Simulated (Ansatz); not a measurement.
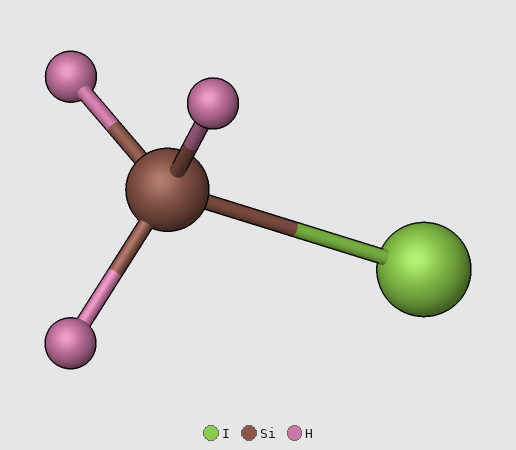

Harmonic vibrations computed with RKS PBE0-D4/def2-TZVP, core potentials on I (Ansatz 0.2.0) at a stationary point of the same level.

Q: Minimum or transition state?

A: A minimum: no imaginary frequency, and the lowest mode lies at 364 cm⁻¹.

Q: How many vibrational modes are there, and where do they lie?

A: 9 modes: 364, 586, 587, 900, 939, 940, 2243, 2261, 2261 cm⁻¹.
